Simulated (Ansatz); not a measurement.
**Geometry relaxation, with input and output: TaNH₃ClOF₂ (part 1 of 2)**

System: TaNH₃ClOF₂.
Method: RHF/def2-SVP (Ansatz 0.2.0).

It belongs to a series of runs on one base structure; here: start relaxed.

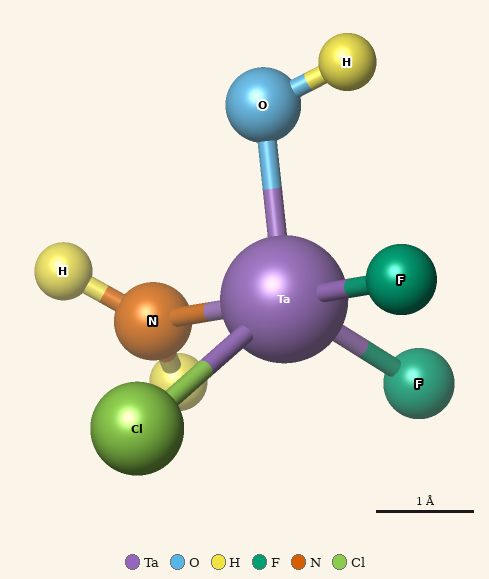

**Figure 1.** The input geometry (ball-and-stick view, seen at a tilt). Sticks mark near contacts. Bond lengths as drawn: Cl–Ta 2.47 Å, F–Ta 1.93 Å, H–N 1.06 Å, H–O 1.01 Å, N–Ta 2.16 Å and O–Ta 2.02 Å.

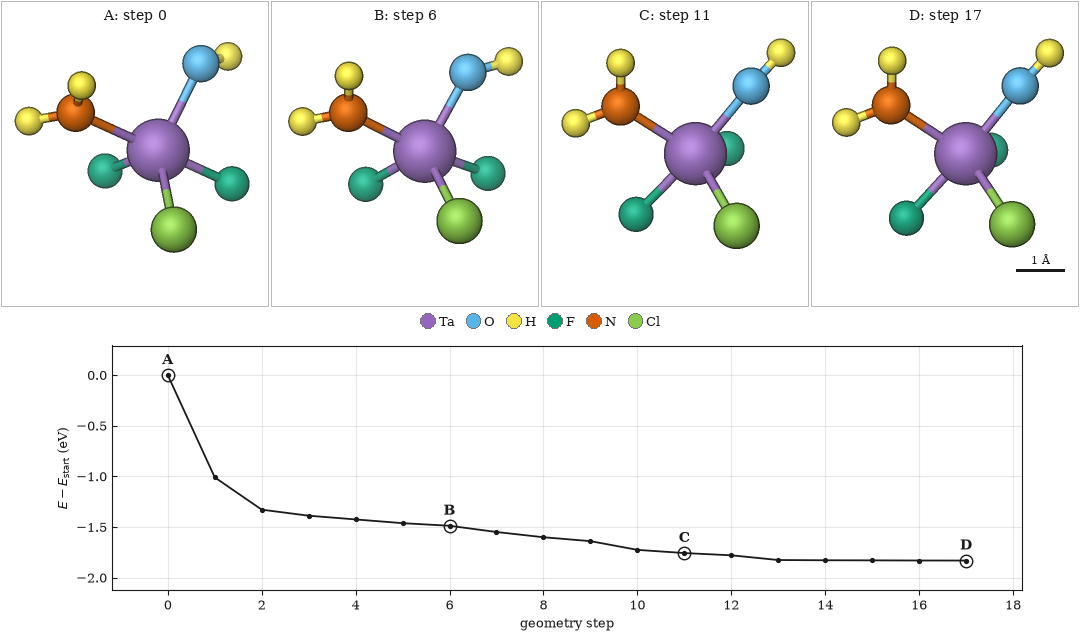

**Figure 2.** Frames of the relaxation (ball-and-stick view, seen at a tilt) above the curves, on which the letters mark them (the first geometry is step 0 here and step 1 in the log).

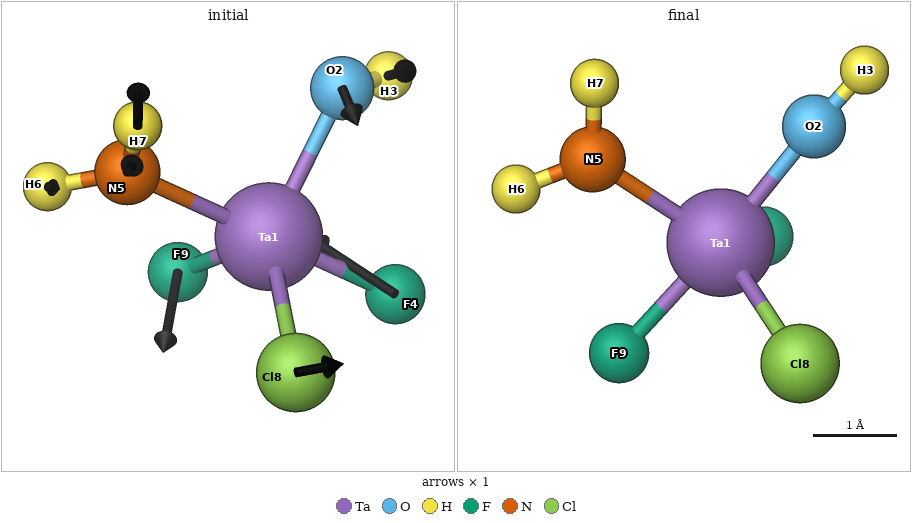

**Figure 3.** Before (left) and after (right) the relaxation, at one scale (ball-and-stick view, seen at a tilt). The black arrows give the displacements, at true length. After 17 geometry steps the energy has fallen by 1.830 eV. The largest force component goes from 3.2 to 0.0091 eV/Å. The largest move after the best rigid fit is that of F4, 1.55 Å. Largest moves by element: F 1.55 Å, H 1.37 Å, Cl 0.65 Å, O 0.60 Å, N 0.49 Å, Ta 0.09 Å. Distances before and after: Ta1–N5 2.160 → 1.950 Å, Ta1–O2 2.020 → 1.871 Å, Ta1–Cl8 2.470 → 2.350 Å, O2–H3 1.010 → 0.940 Å. Among the angles that change: Ta1–O2–H3 109.5° → 176.0°, F4–Ta1–N5 180.0° → 119.2°, O2–Ta1–F9 120.0° → 176.0°. (Atoms are counted from 1 in the order of the input.)

These pictures come from the run below.

## Input
```yaml
crystal:
  periodic: [false, false, false]
  atoms:
    - { symbol: Ta, position_ang: [0.0, 0.0, 0.0] }
    - { symbol: O, position_ang: [2.02, 0.0, 0.0] }
    - { symbol: H, position_ang: [2.3571, -0.5308, 0.7903] }
    - { symbol: F, position_ang: [0.0, 0.0, 1.93] }
    - { symbol: "N", position_ang: [0.0, 0.0, -2.16] }
    - { symbol: H, position_ang: [-0.6116, -0.6845, -2.69] }
    - { symbol: H, position_ang: [0.6116, 0.6845, -2.69] }
    - { symbol: Cl, position_ang: [-1.235, 2.139, 0.0] }
    - { symbol: F, position_ang: [-0.965, -1.6714, 0.0] }
basis:
  gaussian: { orbitals: def2-SVP }
hamiltonian:
  xc: hf
relax:
  f_tol: 0.02
  max_steps: 40
```

Launch command:
```bash
ansatz run input.yaml --threads 2 --pin off --max-ram 3072MiB --backend cpu --events-out ev --progress --plain --runs-dir out
```

## What the program printed
```
The last accepted step is kept in [file] (removed where the run ends without a failure and the disk answers)
Engine: ansatz 0.2.0, aarch64-unknown-linux-gnu
Functional definition: HF
  exchange = exact_x
  correlation = 0
1263 factors; integrals over basis functions are off by at most 3.1e-4 eV
mean field evaluation 1: about -23000.9831 eV, gradient 6.8e1 eV
mean field evaluation 2: about -23001.1237 eV, gradient 6.8e1 eV
mean field evaluation 4: about -23010.7278 eV, gradient 5.1e0 eV
mean field evaluation 8: about -23010.8380 eV, gradient 7.0e-1 eV
mean field -23010.83994739 eV, -845.6327707590 hartree, gradient 6.6e-5 eV, S^2 0.000000; 0 other end points of the search recorded, 0 dependent functions left out
the calculation of the forces begins
reference -23010.83994739 eV, -845.6327707590 hartree; 33, 33 occupied and 88, 88 virtual orbitals, 1263 factors
relax step   1: F+E_penalty+E_count = -23010.83994739 eV  Δ(F+E_penalty+E_count) = +0.000e0 eV  max|allowed force component| = 3.175e0 eV/Å  Δτ_max = 0.0000 Å  (43 SCF iters, accepted)
these checks for a lower state are left out or cut short: starts, cluster_reference, orbital_swaps, neighbouring_geometries, increment
1263 factors; integrals over basis functions are off by at most 2.7e-4 eV
mean field evaluation 16: about -23011.2907 eV, gradient 6.4e0 eV
mean field -23011.84871952 eV, -845.6698424509 hartree, gradient 1.4e-5 eV, S^2 0.000000; 0 other end points of the search recorded, 0 dependent functions left out
[... from here on the field's lines of each further geometry are left out, up to the last ...]
relax step   2: F+E_penalty+E_count = -23011.84871952 eV  Δ(F+E_penalty+E_count) = -1.009e0 eV  max|allowed force component| = 3.323e0 eV/Å  Δτ_max = 0.1947 Å  (43 SCF iters, accepted)
relax step   3: F+E_penalty+E_count = -23012.16772296 eV  Δ(F+E_penalty+E_count) = -3.190e-1 eV  max|allowed force component| = 1.363e0 eV/Å  Δτ_max = 0.1918 Å  (45 SCF iters, accepted)
relax step   4: F+E_penalty+E_count = -23012.22729444 eV  Δ(F+E_penalty+E_count) = -5.957e-2 eV  max|allowed force component| = 1.385e0 eV/Å  Δτ_max = 0.1765 Å  (40 SCF iters, accepted)
relax step   5: F+E_penalty+E_count = -23012.26413828 eV  Δ(F+E_penalty+E_count) = -3.684e-2 eV  max|allowed force component| = 1.306e0 eV/Å  Δτ_max = 0.1999 Å  (40 SCF iters, accepted)
relax step   6: F+E_penalty+E_count = -23012.30093462 eV  Δ(F+E_penalty+E_count) = -3.680e-2 eV  max|allowed force component| = 4.184e-1 eV/Å  Δτ_max = 0.1303 Å  (40 SCF iters, accepted)
relax step   7: F+E_penalty+E_count = -23012.32669624 eV  Δ(F+E_penalty+E_count) = -2.576e-2 eV  max|allowed force component| = 3.329e-1 eV/Å  Δτ_max = 0.0622 Å  (40 SCF iters, accepted)
relax step   8: F+E_penalty+E_count = -23012.38831562 eV  Δ(F+E_penalty+E_count) = -6.162e-2 eV  max|allowed force component| = 2.240e-1 eV/Å  Δτ_max = 0.2000 Å  (38 SCF iters, accepted)
relax step   9: F+E_penalty+E_count = -23012.43992397 eV  Δ(F+E_penalty+E_count) = -5.161e-2 eV  max|allowed force component| = 6.638e-1 eV/Å  Δτ_max = 0.1958 Å  (36 SCF iters, accepted)
relax step  10: F+E_penalty+E_count = -23012.47841224 eV  Δ(F+E_penalty+E_count) = -3.849e-2 eV  max|allowed force component| = 1.148e0 eV/Å  Δτ_max = 0.1935 Å  (39 SCF iters, accepted)
relax step  11: F+E_penalty+E_count = -23012.56451569 eV  Δ(F+E_penalty+E_count) = -8.610e-2 eV  max|allowed force component| = 7.901e-1 eV/Å  Δτ_max = 0.1999 Å  (39 SCF iters, accepted)
relax step  12: F+E_penalty+E_count = -23012.59601100 eV  Δ(F+E_penalty+E_count) = -3.150e-2 eV  max|allowed force component| = 1.424e0 eV/Å  Δτ_max = 0.1943 Å  (39 SCF iters, accepted)
relax step  13: F+E_penalty+E_count = -23012.61821571 eV  Δ(F+E_penalty+E_count) = -2.220e-2 eV  max|allowed force component| = 5.268e-1 eV/Å  Δτ_max = 0.2000 Å  (39 SCF iters, accepted)
relax step  14: F+E_penalty+E_count = -23012.66481321 eV  Δ(F+E_penalty+E_count) = -4.660e-2 eV  max|allowed force component| = 1.644e-1 eV/Å  Δτ_max = 0.1804 Å  (39 SCF iters, accepted)
relax step  15: F+E_penalty+E_count = -23012.66721702 eV  Δ(F+E_penalty+E_count) = -2.404e-3 eV  max|allowed force component| = 8.133e-2 eV/Å  Δτ_max = 0.0317 Å  (40 SCF iters, accepted)
relax step  16: F+E_penalty+E_count = -23012.66811646 eV  Δ(F+E_penalty+E_count) = -8.994e-4 eV  max|allowed force component| = 3.038e-1 eV/Å  Δτ_max = 0.0525 Å  (40 SCF iters, accepted)
relax step  17: F+E_penalty+E_count = -23012.66961248 eV  Δ(F+E_penalty+E_count) = -1.496e-3 eV  max|allowed force component| = 7.907e-2 eV/Å  Δτ_max = 0.0131 Å  (43 SCF iters, accepted)
the calculation of the forces begins
reference -23012.67012932 eV, -845.7000287045 hartree; 33, 33 occupied and 88, 88 virtual orbitals, 1263 factors
relax step  18: F+E_penalty+E_count = -23012.67012932 eV  Δ(F+E_penalty+E_count) = -5.168e-4 eV  max|allowed force component| = 9.144e-3 eV/Å  Δτ_max = 0.0235 Å  (40 SCF iters, accepted)
1263 factors; integrals over basis functions are off by at most 2.6e-4 eV
mean field -23012.67012932 eV, -845.7000287045 hartree, gradient 1.6e-5 eV, S^2 0.000000; 1 other end points of the search recorded, 0 dependent functions left out
the calculation of the forces begins
reference -23012.67012932 eV, -845.7000287045 hartree; 33, 33 occupied and 88, 88 virtual orbitals, 1263 factors
Total energy: -23012.67012932 eV, -845.7000287045 hartree
Atom 0 at    -0.092501    -0.005235    -0.016111 Å, force     0.004269     0.006356    -0.008690 eV/Å
Atom 1 at     1.694308     0.516049     0.172403 Å, force    -0.001078    -0.000586     0.006590 eV/Å
Atom 2 at     2.586685     0.766522     0.331131 Å, force    -0.007424     0.002572    -0.002525 eV/Å
Atom 3 at     0.111860    -1.382649     1.244417 Å, force    -0.000041    -0.000244    -0.003235 eV/Å
Atom 4 at     0.179834    -0.398928    -1.906442 Å, force    -0.004292    -0.002554     0.009144 eV/Å
Atom 5 at    -0.551633    -0.769337    -2.487170 Å, force     0.001043    -0.000179    -0.000451 eV/Å
Atom 6 at     1.042537    -0.279560    -2.403979 Å, force    -0.000565    -0.000280    -0.000372 eV/Å
Atom 7 at    -0.930941     2.120856     0.531378 Å, force     0.006530    -0.006578    -0.000251 eV/Å
Atom 8 at    -1.863048    -0.630917    -0.285328 Å, force     0.001557     0.001492    -0.000208 eV/Å
Dipole moment:     0.838362     0.060067    -0.547115 e Å
```

## Trajectory as extended XYZ (Å, eV, eV/Å), 18 frames, from step=1 to step=18
```
9
Properties=species:S:1:pos:R:3:forces:R:3 step=1 energy=-23010.83995
Ta    0.0000    0.0000    0.0000    0.9820  -0.0036  -3.1753
O     2.0200    0.0000    0.0000   -2.7292  -1.7078   2.5972
H     2.3571   -0.5308    0.7903   -0.5431   1.7399  -2.1488
F     0.0000    0.0000    1.9300    0.0646  -0.1572  -1.2099
N     0.0000    0.0000   -2.1600   -0.0539  -0.3002   2.5290
H    -0.6116   -0.6845   -2.6900    1.6204   1.8752   0.5882
H     0.6116    0.6845   -2.6900   -1.6487  -1.8535   0.5849
Cl   -1.2350    2.1390    0.0000    1.1147  -1.7134   0.2404
F    -0.9650   -1.6714    0.0000    1.1932   2.1207  -0.0056
9
Properties=species:S:1:pos:R:3:forces:R:3 step=2 energy=-23011.84872
Ta    0.0090    0.0356   -0.1340    0.8588  -1.1526   2.4011
O     1.8853   -0.0237    0.0157    0.9723  -0.6611   1.0170
H     2.3176   -0.4404    0.7866   -0.5422   0.9516  -1.1524
F     0.0099   -0.0112    1.7717   -0.0675  -0.2766   0.9995
N     0.0137   -0.0350   -2.0311   -0.2677  -0.0829  -3.3230
H    -0.5827   -0.6316   -2.6079    0.5711   0.5179   0.2013
H     0.5561    0.6142   -2.6059   -0.4092  -0.6427   0.1435
Cl   -1.1087    1.9958    0.0376   -0.7470   1.6766  -0.0308
F    -0.9232   -1.5668   -0.0525   -0.3687  -0.3301  -0.2564
9
Properties=species:S:1:pos:R:3:forces:R:3 step=3 energy=-23012.16772
Ta    0.0087   -0.0024   -0.0898    0.1419  -0.1881   0.2271
O     1.8986   -0.0434   -0.0031    0.4117  -0.3060   1.3628
H     2.3608   -0.2588    0.8309   -0.5896   0.4998  -1.3277
F     0.0075   -0.1312    1.8293   -0.0154  -0.1373  -0.0241
N    -0.0205   -0.0397   -2.0575    0.2557  -0.0220  -0.5704
H    -0.6194   -0.6095   -2.6385    0.1888   0.1755   0.0709
H     0.5930    0.5314   -2.6344   -0.3692  -0.3359   0.1690
Cl   -1.0558    2.0674    0.0518    0.0300   0.2303   0.1212
F    -0.9959   -1.5770   -0.1085   -0.0541   0.0838  -0.0287
```
